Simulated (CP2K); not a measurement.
**GFN2-xTB run of BSiNH4O (SMILES O[SiH]1BN1)**

What is the energy difference between two shapes of BSiNH4O at GFN2-xTB? 

The results are computed with CP2K 2026.2.

3 further runs of the same task are left out: 2 that didn't finish, 1 set aside as unsound or not needed.

## Step 1: Starting point

The species is BSiNH4O (8 atoms), meant as a singlet with charge 0. As SMILES, `O[SiH]1BN1`. The shape is that of a GFN2-xTB optimisation. This is one conformer, not always the lowest.

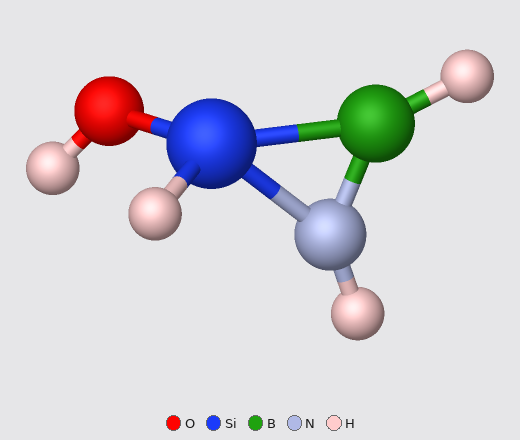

The structure, seen from a chosen angle (oxygen red, silicon blue, boron green, nitrogen light blue, hydrogen pink).

## Step 2: Energy and gradient at GFN2-xTB

molecule.pdb

```
HETATM    1 O    MOL A   1      -0.525   1.195  -1.385  1.00  0.00           O
HETATM    2 Si   MOL A   1       0.208   0.763   0.011  1.00  0.00          SI
HETATM    3 B    MOL A   1       1.125  -0.892   0.172  1.00  0.00           B
HETATM    4 N    MOL A   1      -0.188  -0.900   0.567  1.00  0.00           N
HETATM    5 H    MOL A   1      -1.459   1.392  -1.437  1.00  0.00           H
HETATM    6 H    MOL A   1      -0.276   1.661   1.061  1.00  0.00           H
HETATM    7 H    MOL A   1       1.987  -1.666   0.094  1.00  0.00           H
HETATM    8 H    MOL A   1      -0.872  -1.553   0.917  1.00  0.00           H
END
```

run.inp

```
&GLOBAL
   PROJECT_NAME run
   RUN_TYPE ENERGY_FORCE
   PRINT_LEVEL MEDIUM
&END GLOBAL

&FORCE_EVAL
   METHOD Quickstep
   &DFT
      CHARGE 0
      MULTIPLICITY 1
      &QS
         METHOD XTB
         EPS_DEFAULT 1.0E-10
         &XTB
            GFN_TYPE TBLITE
            &TBLITE
               METHOD GFN2
            &END TBLITE
            CHECK_ATOMIC_CHARGES F
         &END XTB
      &END QS
      &POISSON
         PERIODIC NONE
         POISSON_SOLVER ANALYTIC
      &END POISSON
      &SCF
         SCF_GUESS ATOMIC
         EPS_SCF 1.0E-07
         MAX_SCF 150
         ADDED_MOS 8
         &DIAGONALIZATION
            ALGORITHM STANDARD
         &END DIAGONALIZATION
         &MIXING
            METHOD DIRECT_P_MIXING
            ALPHA 0.4
         &END MIXING
         &SMEAR ON
            METHOD FERMI_DIRAC
            ELECTRONIC_TEMPERATURE [K] 300
         &END SMEAR
      &END SCF
      &PRINT
         &MOMENTS
            PERIODIC F
            REFERENCE COM
            MAX_MOMENT 1
         &END MOMENTS
         &MO ON
            ENERGIES T
            OCCUPATION_NUMBERS T
            NDIGITS 6
            &EACH
               QS_SCF 0
            &END EACH
            ADD_LAST NUMERIC
         &END MO
         &HIRSHFELD OFF
         &END HIRSHFELD
      &END PRINT
   &END DFT
   &SUBSYS
      &CELL
         ABC [angstrom] 19.4 19.3 18.5
         PERIODIC NONE
      &END CELL
      &TOPOLOGY
         COORD_FILE_NAME molecule.pdb
         COORD_FILE_FORMAT PDB
         CONN_FILE_FORMAT OFF
         &CENTER_COORDINATES
         &END CENTER_COORDINATES
      &END TOPOLOGY
   &END SUBSYS
   &PRINT
      &FORCES ON
      &END FORCES
   &END PRINT
&END FORCE_EVAL
```

Launch:

```console
OMP_NUM_THREADS=1 cp2k.psmp run.inp > run.out
```

What it wrote:

```text
CP2K| version string:                                       CP2K version 2026.2
[...]
 GLOBAL| Method name                                                        CP2K
[...]
 GLOBAL| Run type                                                   ENERGY_FORCE
[...]
                             - Atoms:                                          8
[...]
                             - Spherical basis functions:                     25
[...]
 Number of electrons:                                                         22
[...]
  *** SCF run converged in    19 steps ***
[...]
  Fermi energy:                                                -0.22916925657001
[...]
 TB_DIPOLE| Moment [Debye]         -0.24036204       0.81096488       0.36374219
 TB_DIPOLE| Derivative [a.u.]       0.00000000       0.00000000       0.00000000
[...]
 ENERGY| Total FORCE_EVAL ( QS ) energy [hartree]            -12.018721946064268
 FORCES| Atomic forces [hartree/bohr]
 FORCES|   Atom     x               y               z               |f|
 FORCES|      1 -2.18163661E-04 -1.96885631E-05 -3.20374839E-06   2.19073701E-04
 FORCES|      2  1.12823295E-05  3.38794477E-05 -3.09954632E-04   3.12004779E-04
 FORCES|      3  7.88617153E-05 -1.57031478E-04  4.99855909E-05   1.82692678E-04
 FORCES|      4  1.48714117E-04 -1.98293487E-04 -3.79596683E-05   2.50753129E-04
 FORCES|      5  2.72903886E-04 -1.72015320E-05  2.64842290E-05   2.74725023E-04
 FORCES|      6 -5.86373001E-05  2.23612591E-04  2.40905794E-04   3.33881005E-04
 FORCES|      7 -1.60715246E-04  1.69762566E-04 -1.19935021E-06   2.33773732E-04
 FORCES|      8 -7.42458406E-05 -3.50395441E-05  3.49417848E-05   8.92252365E-05
 FORCES| Sum     2.77826807E-17  5.12285526E-17  4.42490012E-17
 FORCES| Total atomic force                                       7.31725089E-17
[...]
```

Run time: 0.46 s. Hardware: 1 thread of Arm Neoverse N1, shared host; peak memory 0.14 GiB.

## Step 3: The distorted shape, same level

Changes to molecule.pdb since step 2:

```diff
@@ -1,3 +1,3 @@
 HETATM    1 O    MOL A   1      -0.525   1.195  -1.385  1.00  0.00           O
-HETATM    2 Si   MOL A   1       0.208   0.763   0.011  1.00  0.00          SI
+HETATM    2 Si   MOL A   1      -0.114   1.342  -0.046  1.00  0.00          SI
 HETATM    3 B    MOL A   1       1.125  -0.892   0.172  1.00  0.00           B
```

run.inp

```
&GLOBAL
  PROJECT_NAME run
  RUN_TYPE ENERGY_FORCE
  PRINT_LEVEL MEDIUM
&END GLOBAL
&FORCE_EVAL
  METHOD QUICKSTEP
  &DFT
    &QS
      METHOD XTB
      EPS_DEFAULT 1.0E-10
      &XTB
        GFN_TYPE TBLITE
        &TBLITE
          METHOD GFN2
        &END TBLITE
        CHECK_ATOMIC_CHARGES F
      &END XTB
    &END QS
    &POISSON
      PERIODIC NONE
      POISSON_SOLVER ANALYTIC
    &END POISSON
    &SCF
      SCF_GUESS ATOMIC
      EPS_SCF 1.0E-07
      MAX_SCF 150
      ADDED_MOS 8
      &DIAGONALIZATION
        ALGORITHM STANDARD
      &END DIAGONALIZATION
      &MIXING
        METHOD DIRECT_P_MIXING
        ALPHA 0.4
      &END MIXING
      &SMEAR ON
        METHOD FERMI_DIRAC
        ELECTRONIC_TEMPERATURE [K] 300
      &END SMEAR
    &END SCF
    &PRINT
      &MOMENTS
        PERIODIC F
        REFERENCE COM
        MAX_MOMENT 1
      &END MOMENTS
      &MO ON
        ENERGIES T
        OCCUPATION_NUMBERS T
        NDIGITS 6
        &EACH
          QS_SCF 0
        &END EACH
        ADD_LAST NUMERIC
      &END MO
      &HIRSHFELD OFF
      &END HIRSHFELD
    &END PRINT
  &END DFT
  &SUBSYS
    &CELL
      ABC 19.4 19.3 18.5
      PERIODIC NONE
    &END CELL
    &TOPOLOGY
      COORD_FILE_NAME molecule.pdb
      COORD_FILE_FORMAT PDB
      CONN_FILE_FORMAT OFF
      &CENTER_COORDINATES
      &END CENTER_COORDINATES
    &END TOPOLOGY
  &END SUBSYS
  &PRINT
    &FORCES ON
    &END FORCES
  &END PRINT
&END FORCE_EVAL
```

Launch:

```console
OMP_NUM_THREADS=1 cp2k.psmp -i run.inp > run.out 2>&1
```

What it wrote:

```text
CP2K| version string:                                       CP2K version 2026.2
[...]
 GLOBAL| Method name                                                        CP2K
[...]
 GLOBAL| Run type                                                   ENERGY_FORCE
[...]
                             - Atoms:                                          8
[...]
                             - Spherical basis functions:                     25
[...]
 Number of electrons:                                                         22
[...]
  *** SCF run converged in    30 steps ***
[...]
  Fermi energy:                                                -0.23075275102575
[...]
 TB_DIPOLE| Moment [Debye]         -1.15830165       2.94267325      -0.37466219
 TB_DIPOLE| Derivative [a.u.]       0.00000000       0.00000000       0.00000000
[...]
 ENERGY| Total FORCE_EVAL ( QS ) energy [hartree]            -11.798866688842304
 FORCES| Atomic forces [hartree/bohr]
 FORCES|   Atom     x               y               z               |f|
 FORCES|      1 -1.09252192E-01 -1.24479575E-02 -2.68456206E-01   2.90102961E-01
 FORCES|      2  2.38203274E-01 -1.43113919E-01 -5.31902171E-02   2.82933902E-01
 FORCES|      3 -6.92740319E-02  2.00240965E-02  1.75235720E-02   7.42087024E-02
 FORCES|      4  4.11949741E-02  2.29907915E-02 -1.70427814E-02   5.01603308E-02
 FORCES|      5 -2.73304250E-02 -3.85365656E-03 -2.98496373E-02   4.06546878E-02
 FORCES|      6 -8.02842133E-02  1.10003192E-01  3.55069650E-01   3.80290301E-01
 FORCES|      7  2.64421213E-03  7.31908004E-03 -3.18630960E-03   8.40912357E-03
 FORCES|      8  4.09840148E-03 -9.21627226E-04 -8.68070107E-04   4.28950313E-03
 FORCES| Sum     4.42354486E-17 -7.64362532E-17  1.23599048E-17
 FORCES| Total atomic force                                       8.91742281E-17
[...]
```

Wall time 0.48 s (1 thread of Arm Neoverse N1, shared host); peak memory 0.14 GiB.

## Step 4: Summary of results

Level: GFN2-xTB.

| quantity | value |
| --- | --- |
| first shape: total energy | -12.01872 Eh |
| first shape: dipole moment (from atomic charges alone) | 0.92 D |
| first shape: HOMO energy | -9.19 eV |
| first shape: LUMO energy | -5.34 eV |
| first shape: HOMO–LUMO gap | 3.85 eV |
| first shape: largest force on an atom | 0.017 eV/Å |
| distorted shape: total energy | -11.79887 Eh |
| distorted shape: dipole moment (from atomic charges alone) | 3.18 D |
| distorted shape: HOMO energy | -7.38 eV |
| distorted shape: LUMO energy | -5.38 eV |
| distorted shape: HOMO–LUMO gap | 2.00 eV |
| distorted shape: largest force on an atom | 19.555 eV/Å |
| energy change with the atoms displaced | 5.983 eV |

In words: With the atoms displaced the energy rises by 5.98 eV (138 kcal/mol). The dipole (first shape) comes from point charges on the atoms alone, without atomic dipoles, so it is partial. The dipole (distorted shape) comes from point charges on the atoms alone, without atomic dipoles, so it is partial.
